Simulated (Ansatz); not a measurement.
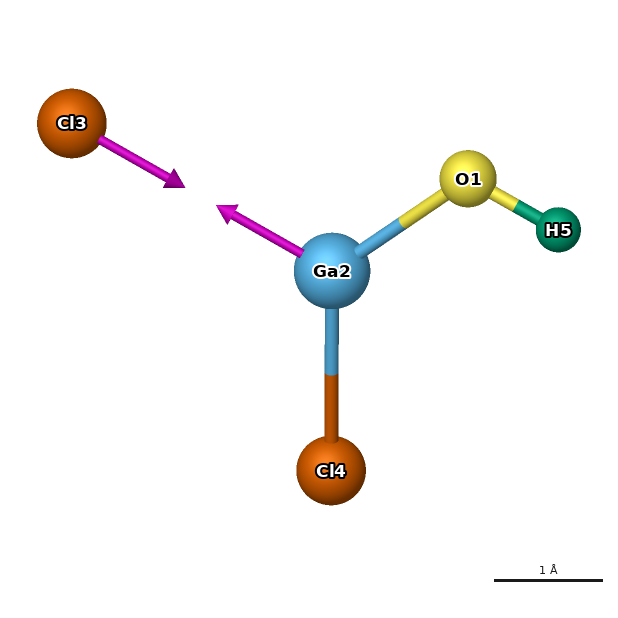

Arrows show the forces on the atoms, 0.3 Å of arrow for 1 eV/Å; forces under a tenth of the largest aren't drawn. Level of theory: PBE0-D4/def2-TZVP (Ansatz 0.2.0).

List the force components in the frame of the picture (x right, y up, z towards the viewer), in eV/Å.

```csv
atom,Fx,Fy,Fz
O1,0.00,0.00,0.00
Ga2,−2.67,1.52,−0.05
Cl3,2.67,−1.52,0.05
Cl4,0.00,0.00,0.00
H5,0.00,0.00,0.00
```
